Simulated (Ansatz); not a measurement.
## Molecular dynamics, with input and output: C₂H₇ClOSi (part 5 of 5)

C₂H₇ClOSi; RKS PBE-D4/6-31G* (Ansatz 0.2.0). It belongs to a series of runs on one base structure; here: dynamics from the highest image of the converged band.

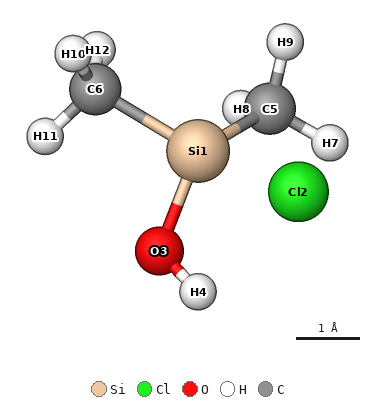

The geometry at step 174 of the log (ball-and-stick view, seen at a tilt; atoms are numbered from 1 in the order of the input).

Trajectory as extended XYZ, continued:
```
12
Properties=species:S:1:pos:R:3:forces:R:3 step=148 time_fs=74.0 energy=-24621.71987 temperature=519.8
Si   -0.0900    0.0145   -0.3777    1.4692  -0.4519  -0.8190
Cl    1.9472   -1.2355   -1.8840   -1.0038   0.4953   1.1554
O    -0.5467    0.3436   -1.9209    0.7556   0.3907  -0.9007
H     0.2950    0.2353   -2.5079   -1.1396   0.0355   0.8095
C     1.0547    1.0953    0.6766   -0.2501  -0.8176  -0.4668
C    -1.5759   -0.6671    0.5378    1.0612  -0.5141   0.2176
H     1.9290    1.4200    0.0930   -0.0463   0.0640   0.0773
H     0.4467    1.9458    1.0254    0.1653   0.0796   0.2377
H     1.3889    0.4403    1.5125   -0.0664   0.4500  -0.0684
H    -1.4502   -1.7521    0.7459   -0.2689   0.2224  -0.2435
H    -2.4273   -0.4635   -0.1041   -0.5470  -0.1455  -0.1834
H    -1.6685   -0.1724    1.5101   -0.1291   0.1918   0.1842
12
Properties=species:S:1:pos:R:3:forces:R:3 step=152 time_fs=76.0 energy=-24621.83566 temperature=609.1
Si   -0.0706   -0.0024   -0.3874    1.5256  -0.3887  -1.1688
Cl    1.9369   -1.2307   -1.8695   -1.0859   0.5018   1.2419
O    -0.5645    0.3569   -1.9238    0.4154   0.3986  -0.4657
H     0.2359    0.2744   -2.5398   -0.7503   0.0007   0.6349
C     1.0543    1.0957    0.6741   -0.2426  -0.4028  -0.7074
C    -1.5625   -0.6702    0.5280    0.4661   0.0256  -0.2179
H     1.9405    1.4374    0.1122   -0.1693   0.0039   0.0416
H     0.4436    1.9510    1.0205    0.1863  -0.0596   0.1851
H     1.3938    0.4596    1.5059   -0.0075   0.1893   0.2423
H    -1.4835   -1.7379    0.7564   -0.1747  -0.3079  -0.2313
H    -2.4244   -0.4372   -0.1233   -0.0298  -0.2632   0.1881
H    -1.6439   -0.1681    1.4946   -0.1333   0.3023   0.2571
12
Properties=species:S:1:pos:R:3:forces:R:3 step=155 time_fs=77.5 energy=-24621.92152 temperature=675.3
Si   -0.0547   -0.0154   -0.3957    1.5063  -0.3489  -1.4168
Cl    1.9284   -1.2268   -1.8578   -1.1590   0.5094   1.3187
O    -0.5772    0.3675   -1.9267   -0.6167   0.4397   0.6129
H     0.1726    0.3037   -2.5481    0.3551  -0.0678  -0.2577
C     1.0535    1.0951    0.6708   -0.2701  -0.1226  -0.7593
C    -1.5513   -0.6725    0.5204    0.0396   0.3890  -0.2455
H     1.9453    1.4507    0.1277   -0.1721  -0.0204  -0.0390
H     0.4459    1.9537    1.0216    0.1561  -0.1330   0.1181
H     1.3970    0.4794    1.5062    0.0380  -0.0186   0.4181
H    -1.5132   -1.7336    0.7585   -0.1009  -0.5147  -0.1927
H    -2.4242   -0.4238   -0.1339    0.3171  -0.3100   0.3987
H    -1.6287   -0.1576    1.4892   -0.0934   0.1980   0.0445
12
Properties=species:S:1:pos:R:3:forces:R:3 step=158 time_fs=79.0 energy=-24621.98359 temperature=723.9
Si   -0.0376   -0.0287   -0.4051    1.4338  -0.2948  -1.6452
Cl    1.9192   -1.2226   -1.8452   -1.2313   0.5233   1.3808
O    -0.5907    0.3787   -1.9288   -1.4348   0.4217   1.6236
H     0.1167    0.3317   -2.5619    1.2650  -0.0993  -1.0759
C     1.0522    1.0942    0.6662   -0.2200  -0.0612  -0.5596
C    -1.5400   -0.6743    0.5123   -0.1422   0.3482   0.0386
H     1.9465    1.4636    0.1422   -0.1025  -0.0262  -0.1447
H     0.4515    1.9537    1.0252    0.0620  -0.1364   0.0504
H     1.4010    0.4991    1.5151    0.0145  -0.0949   0.3616
H    -1.5450   -1.7397    0.7564   -0.0131  -0.3277  -0.1892
H    -2.4176   -0.4169   -0.1363    0.4036  -0.2620   0.3847
H    -1.6155   -0.1430    1.4845   -0.0350   0.0093  -0.2251
12
Properties=species:S:1:pos:R:3:forces:R:3 step=161 time_fs=80.5 energy=-24622.08963 temperature=805.3
Si   -0.0194   -0.0423   -0.4158    1.3176  -0.2236  -1.8279
Cl    1.9093   -1.2181   -1.8318   -1.2894   0.5364   1.4217
O    -0.6060    0.3904   -1.9289   -0.8568   0.3117   1.3202
H     0.0855    0.3577   -2.5965    0.7719  -0.0527  -0.5963
C     1.0505    1.0932    0.6606   -0.0567  -0.1880  -0.1603
C    -1.5290   -0.6754    0.5043   -0.0637  -0.0579   0.4287
H     1.9455    1.4759    0.1537   -0.0151  -0.0296  -0.2323
H     0.4583    1.9508    1.0299   -0.0777  -0.0805  -0.0123
H     1.4052    0.5170    1.5315   -0.0739  -0.0451   0.0800
H    -1.5770   -1.7524    0.7502    0.1121   0.0971  -0.2058
H    -2.4029   -0.4155   -0.1308    0.2106  -0.1184   0.1438
H    -1.6031   -0.1281    1.4753    0.0211  -0.1493  -0.3596
12
Properties=species:S:1:pos:R:3:forces:R:3 step=165 time_fs=82.5 energy=-24622.18413 temperature=878.7
Si    0.0065   -0.0606   -0.4322    1.0953  -0.1187  -1.9669
Cl    1.8948   -1.2115   -1.8125   -1.3490   0.5467   1.4574
O    -0.6278    0.4067   -1.9265    0.6417   0.1832  -0.0395
H     0.0643    0.3907   -2.6566   -0.6150  -0.0110   0.9329
C     1.0482    1.0912    0.6528    0.2319  -0.3337   0.3246
C    -1.5143   -0.6773    0.4949    0.2538  -0.6527   0.6639
H     1.9438    1.4913    0.1612    0.0208  -0.0611  -0.2587
H     0.4642    1.9446    1.0355   -0.2501   0.0000  -0.1046
H     1.4080    0.5395    1.5546   -0.1732   0.0229  -0.3335
H    -1.6153   -1.7650    0.7351    0.2996   0.4843  -0.1650
H    -2.3777   -0.4167   -0.1203   -0.2281   0.1327  -0.3162
H    -1.5857   -0.1133    1.4517    0.0722  -0.1925  -0.1944
12
Properties=species:S:1:pos:R:3:forces:R:3 step=168 time_fs=84.0 energy=-24622.24317 temperature=924.7
Si    0.0268   -0.0744   -0.4463    0.8747  -0.0390  -1.9881
Cl    1.8829   -1.2062   -1.7971   -1.3905   0.5496   1.4810
O    -0.6435    0.4192   -1.9245    1.0422   0.1223  -0.3574
H     0.0368    0.4150   -2.6825   -0.9070  -0.0100   1.3215
C     1.0469    1.0891    0.6475    0.3754  -0.2555   0.4400
C    -1.5029   -0.6800    0.4892    0.3591  -0.7878   0.3866
H     1.9429    1.5013    0.1604   -0.0312  -0.1028  -0.2072
H     0.4629    1.9397    1.0373   -0.3095   0.0025  -0.1947
H     1.4061    0.5567    1.5647   -0.1601  -0.0309  -0.4530
H    -1.6370   -1.7635    0.7196    0.3904   0.4084  -0.0573
H    -2.3632   -0.4150   -0.1190   -0.3333   0.2457  -0.4868
H    -1.5710   -0.1068    1.4289    0.0897  -0.1025   0.1154
12
Properties=species:S:1:pos:R:3:forces:R:3 step=171 time_fs=85.5 energy=-24622.35728 temperature=1012.5
Si    0.0479   -0.0883   -0.4619    0.6160   0.0486  -1.9394
Cl    1.8702   -1.2005   -1.7807   -1.4293   0.5487   1.4978
O    -0.6577    0.4319   -1.9230    0.6923   0.0492   0.2394
H    -0.0089    0.4392   -2.6815   -0.4188   0.0060   0.7540
C     1.0462    1.0866    0.6430    0.3771  -0.0347   0.3011
C    -1.4908   -0.6840    0.4842    0.2153  -0.5203  -0.1931
H     1.9412    1.5091    0.1553   -0.0997  -0.1335  -0.1275
H     0.4549    1.9348    1.0348   -0.2962  -0.0508  -0.2926
H     1.4009    0.5731    1.5654   -0.0633  -0.1781  -0.3471
H    -1.6504   -1.7537    0.7030    0.3989   0.0384   0.0933
H    -2.3554   -0.4082   -0.1278   -0.0885   0.2279  -0.3757
H    -1.5543   -0.1026    1.4085    0.0962  -0.0014   0.3897
12
Properties=species:S:1:pos:R:3:forces:R:3 step=174 time_fs=87.0 energy=-24622.45061 temperature=1084.6
Si    0.0694   -0.1021   -0.4790    0.3415   0.1541  -1.8191
Cl    1.8567   -1.1945   -1.7634   -1.4543   0.5395   1.4938
O    -0.6711    0.4447   -1.9210   -0.1935  -0.0638   1.5644
H    -0.0627    0.4636   -2.6656    0.6181   0.0626  -0.5742
C     1.0462    1.0840    0.6390    0.2395   0.1989  -0.0142
C    -1.4784   -0.6889    0.4787   -0.0158   0.0101  -0.7026
H     1.9375    1.5141    0.1473   -0.1226  -0.1266  -0.0560
H     0.4407    1.9287    1.0261   -0.2354  -0.1222  -0.3654
H     1.3943    0.5857    1.5589    0.0759  -0.3558  -0.0884
H    -1.6554   -1.7432    0.6884    0.3373  -0.4086   0.2291
H    -2.3492   -0.3966   -0.1444    0.3069   0.1177  -0.1049
H    -1.5356   -0.0985    1.3961    0.1024  -0.0059   0.4374
12
Properties=species:S:1:pos:R:3:forces:R:3 step=177 time_fs=88.5 energy=-24622.52519 temperature=1143.0
Si    0.0912   -0.1158   -0.4975    0.0798   0.2828  -1.6231
Cl    1.8422   -1.1882   -1.7452   -1.4428   0.5089   1.4545
O    -0.6848    0.4573   -1.9170   -0.6117  -0.1835   2.3160
H    -0.1040    0.4893   -2.6612    1.1619   0.1314  -1.3603
C     1.0466    1.0817    0.6349    0.0486   0.2837  -0.3312
C    -1.4659   -0.6938    0.4721   -0.1282   0.4101  -0.8444
H     1.9313    1.5165    0.1381   -0.0705  -0.0728  -0.0130
H     0.4214    1.9200    1.0096   -0.1636  -0.1662  -0.3788
H     1.3893    0.5906    1.5504    0.1801  -0.4582   0.1409
H    -1.6530   -1.7410    0.6785    0.2694  -0.5913   0.2779
H    -2.3366   -0.3825   -0.1633    0.5669  -0.0042   0.1282
H    -1.5147   -0.0948    1.3927    0.1102  -0.1408   0.2333
12
Properties=species:S:1:pos:R:3:forces:R:3 step=181 time_fs=90.5 energy=-24622.70121 temperature=1278.2
Si    0.1203   -0.1338   -0.5241   -0.2409   0.4922  -1.2405
Cl    1.8216   -1.1793   -1.7195   -1.3359   0.4110   1.3290
O    -0.7038    0.4739   -1.9072    0.5678  -0.1853   0.8217
H    -0.1256    0.5278   -2.6939    0.0774   0.0825   0.0388
C     1.0473    1.0794    0.6286   -0.0914   0.0194  -0.4875
C    -1.4497   -0.6993    0.4611    0.0653   0.2374  -0.5023
H     1.9212    1.5176    0.1255    0.0718   0.0430   0.0114
H     0.3904    1.9030    0.9753   -0.0935  -0.1452  -0.2847
H     1.3885    0.5825    1.5435    0.1525  -0.3355   0.1107
H    -1.6409   -1.7562    0.6742    0.2452  -0.1897   0.1603
H    -2.3014   -0.3640   -0.1843    0.4713  -0.0829   0.1870
H    -1.4831   -0.0953    1.3947    0.1104  -0.3468  -0.1438
12
Properties=species:S:1:pos:R:3:forces:R:3 step=184 time_fs=92.0 energy=-24622.77200 temperature=1333.3
Si    0.1420   -0.1468   -0.5451   -0.5057   0.6821  -0.8699
Cl    1.8051   -1.1723   -1.6993   -1.1757   0.2850   1.1694
O    -0.7175    0.4859   -1.8983    1.3956  -0.1240  -0.3836
H    -0.1367    0.5588   -2.7214   -0.6987  -0.0079   1.1451
C     1.0476    1.0777    0.6229   -0.0533  -0.3500  -0.4580
C    -1.4373   -0.7029    0.4516    0.4828  -0.2681  -0.1204
H     1.9150    1.5192    0.1162    0.1497   0.1175   0.0401
H     0.3647    1.8866    0.9422   -0.0607  -0.0874  -0.1542
H     1.3918    0.5678    1.5410    0.0271  -0.0918  -0.1197
H    -1.6256   -1.7732    0.6752    0.2351   0.2731  -0.0011
H    -2.2632   -0.3520   -0.1956    0.1046  -0.0528   0.0332
H    -1.4566   -0.1037    1.3936    0.0992  -0.3756  -0.2810
12
Properties=species:S:1:pos:R:3:forces:R:3 step=187 time_fs=93.5 energy=-24622.82009 temperature=1370.7
Si    0.1632   -0.1592   -0.5669   -0.8493   0.9150  -0.4343
Cl    1.7880   -1.1652   -1.6784   -0.9314   0.1039   0.9410
O    -0.7293    0.4979   -1.8898    1.5597  -0.1271  -0.6356
H    -0.1617    0.5898   -2.7259   -0.7919  -0.0310   1.2830
C     1.0479    1.0754    0.6163    0.0498  -0.6497  -0.4960
C    -1.4241   -0.7069    0.4420    0.9891  -0.7371   0.0938
H     1.9119    1.5233    0.1079    0.1439   0.1486   0.1010
H     0.3376    1.8683    0.9058   -0.0191  -0.0376  -0.0136
H     1.3956    0.5510    1.5360   -0.1017   0.1446  -0.3155
H    -1.6054   -1.7847    0.6762    0.1784   0.5146  -0.1423
H    -2.2229   -0.3411   -0.2063   -0.3109   0.0096  -0.1648
H    -1.4280   -0.1200    1.3868    0.0835  -0.2536  -0.2166
12
Properties=species:S:1:pos:R:3:forces:R:3 step=190 time_fs=95.0 energy=-24622.86879 temperature=1407.8
Si    0.1838   -0.1710   -0.5890   -1.3063   1.2101   0.0630
Cl    1.7703   -1.1580   -1.6569   -0.5788  -0.1474   0.6301
O    -0.7390    0.5096   -1.8820    1.0902  -0.2630   0.1389
H    -0.2027    0.6204   -2.7045   -0.2285   0.0815   0.3833
C     1.0483    1.0720    0.6088    0.1199  -0.7409  -0.7024
C    -1.4092   -0.7123    0.4324    1.3230  -0.8856  -0.0541
H     1.9118    1.5305    0.1018    0.0622   0.1356   0.1809
H     0.3102    1.8491    0.8691    0.0558  -0.0289   0.1056
H     1.3973    0.5372    1.5246   -0.1678   0.2669  -0.3276
H    -1.5814   -1.7857    0.6743    0.0666   0.3936  -0.2139
H    -2.1888   -0.3300   -0.2202   -0.5059   0.0026  -0.2028
H    -1.3976   -0.1416    1.3756    0.0697  -0.0245  -0.0010
12
Properties=species:S:1:pos:R:3:forces:R:3 step=194 time_fs=97.0 energy=-24622.81965 temperature=1370.2
Si    0.2096   -0.1852   -0.6183   -2.0883   1.7248   0.8093
Cl    1.7462   -1.1486   -1.6277    0.1028  -0.6213   0.0751
O    -0.7500    0.5246   -1.8710    0.1580  -0.6028   1.7380
H    -0.2611    0.6650   -2.6698    0.8156   0.4007  -1.3900
C     1.0490    1.0654    0.5967    0.0509  -0.5481  -1.1775
C    -1.3855   -0.7218    0.4193    1.3191  -0.4270  -0.6579
H     1.9133    1.5445    0.0999   -0.0611   0.0933   0.2494
H     0.2760    1.8224    0.8240    0.1904  -0.0668   0.2153
H     1.3942    0.5274    1.4995   -0.1275   0.2002  -0.0275
H    -1.5477   -1.7762    0.6648   -0.1208  -0.2115  -0.1882
H    -2.1593   -0.3160   -0.2443   -0.2914  -0.1879   0.1124
H    -1.3548   -0.1704    1.3614    0.0523   0.2464   0.2417
12
Properties=species:S:1:pos:R:3:forces:R:3 step=197 time_fs=98.5 energy=-24622.75522 temperature=1320.2
Si    0.2271   -0.1943   -0.6396   -2.7736   2.2075   1.4169
Cl    1.7281   -1.1419   -1.6058    0.7941  -1.0986  -0.4431
O    -0.7577    0.5350   -1.8604    0.3977  -0.5816   1.2714
H    -0.2880    0.7075   -2.6724    0.6004   0.3777  -1.0545
C     1.0497    1.0593    0.5852   -0.0857  -0.3322  -1.4935
C    -1.3650   -0.7299    0.4083    1.1585   0.0674  -0.9247
H     1.9133    1.5575    0.1045   -0.0900   0.0771   0.2329
H     0.2548    1.8008    0.7953    0.2595  -0.0778   0.2675
H     1.3886    0.5251    1.4793   -0.0473   0.0528   0.2832
H    -1.5251   -1.7728    0.6528   -0.2175  -0.6128  -0.1403
H    -2.1450   -0.3097   -0.2603   -0.0240  -0.3504   0.4058
H    -1.3213   -0.1866    1.3560    0.0277   0.2709   0.1783
12
Properties=species:S:1:pos:R:3:forces:R:3 step=200 time_fs=100.0 energy=-24622.66477 temperature=1250.0
Si    0.2425   -0.2017   -0.6598   -3.5245   2.7584   2.0472
Cl    1.7105   -1.1359   -1.5840    1.6244  -1.6736  -1.0301
O    -0.7648    0.5446   -1.8481    1.1551  -0.2249  -0.3525
H    -0.3030    0.7575   -2.6958   -0.1833   0.0303   0.4373
C     1.0503    1.0525    0.5711   -0.1785  -0.2325  -1.5473
C    -1.3424   -0.7379    0.3956    1.0234   0.1854  -0.7634
H     1.9114    1.5722    0.1140   -0.0503   0.0827   0.1609
H     0.2390    1.7776    0.7724    0.2555  -0.0350   0.2996
H     1.3820    0.5241    1.4650   -0.0055  -0.0419   0.4326
H    -1.5069   -1.7819    0.6377   -0.2109  -0.5796  -0.1458
H    -2.1314   -0.3108   -0.2678    0.1049  -0.4060   0.5356
H    -1.2873   -0.1972    1.3541   -0.0102   0.1368  -0.0740
```

This output came from the following input.

Input:
```yaml
crystal:
  periodic: [false, false, false]
  atoms:
    - { symbol: Si, position_ang: [-0.265388, 0.164009, -0.340835] }
    - { symbol: Cl, position_ang: [1.991581, -1.2435, -1.964588] }
    - { symbol: O, position_ang: [-0.359176, 0.256015, -1.915426] }
    - { symbol: H, position_ang: [0.822943, -0.377059, -2.216053] }
    - { symbol: C, position_ang: [1.057274, 1.008776, 0.667747] }
    - { symbol: C, position_ang: [-1.605196, -0.693689, 0.637066] }
    - { symbol: H, position_ang: [1.937302, 1.210331, 0.03893] }
    - { symbol: H, position_ang: [0.667794, 1.965727, 1.0623] }
    - { symbol: H, position_ang: [1.358107, 0.383921, 1.525535] }
    - { symbol: H, position_ang: [-1.255104, -1.711479, 0.89197] }
    - { symbol: H, position_ang: [-2.519407, -0.792015, 0.031699] }
    - { symbol: H, position_ang: [-1.830527, -0.171037, 1.581755] }
basis:
  gaussian: { orbitals: "6-31G*" }
hamiltonian:
  xc: pbe
  dispersion: d4
md:
  timestep: 0.5
  n_steps: 200
  ensemble: nve
  temperature: 100.0
  initial_velocities: maxwell_boltzmann
  seed: 9561
```

Launched with:
```bash
ansatz run input.yaml --threads 2 --pin off --max-ram 3072MiB --backend cpu --events-out ev --progress --plain --runs-dir out
```

Results in brief:

```tsv
quantity	value
outcome	finished
mean temperature over the second half	675 K
trajectory	200 steps, 100 fs
ensemble	nve
temperature in the input	100.0 K
time step	0.5 fs
potential energy (last step)	−24622.6648 eV
mean-field energy (last step)	−24622.3864 eV
largest force (length of the vector) (last step)	4.922 eV/Å
hardware	2 threads of Arm Neoverse V1, 24 GiB of memory available, shared host
wall time	7.2 min (CPU time 14 min)
peak memory	0.14 GiB
```

Notes:

So short a trajectory is not equilibrated.
